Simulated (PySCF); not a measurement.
C$_{3}$H$_{2}$, triplet, SMILES `[CH]C#C`.

Computed with PySCF, HF/def2-SVP, geometry: GFN2-xTB. No frequency check shows the geometry to be a minimum. A basis without diffuse functions makes polarisabilities too small. The stability of the open-shell solution wasn't checked. GFN2-xTB doesn't know the spin state, so this open-shell geometry is rough.

Geometry (Å), atoms numbered from 1:

```
C1      -1.2611    0.0008    0.0000
C2       0.0000   -0.0007    0.0000
C3       1.2611   -0.0002    0.0000
H4      -2.3080   -0.0013    0.0000
H5       2.3080    0.0019    0.0000
```

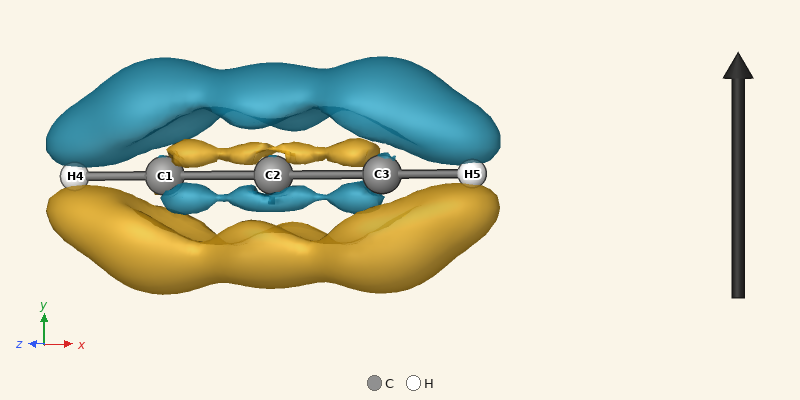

Change of the electron density in a uniform field of 0.51 V/Å along +y (arrow), surfaces at ±0.003 e/Å³ (yellow: gain, teal: loss).

The field was applied in both directions; the picture shows the one opposite to the script's first.

**How large is the response?**

The induced dipole is 0.34 D (along the field); α along this axis, from the fields in both directions, is 13 bohr³ (2.0 Å³).

Cost of the run: 1.1 s on 1 thread of Intel(R) Xeon(R) Platinum 8259CL CPU @ 2.50GHz (Skylake/Cascade Lake) (shared host), peak memory 0.26 GiB.
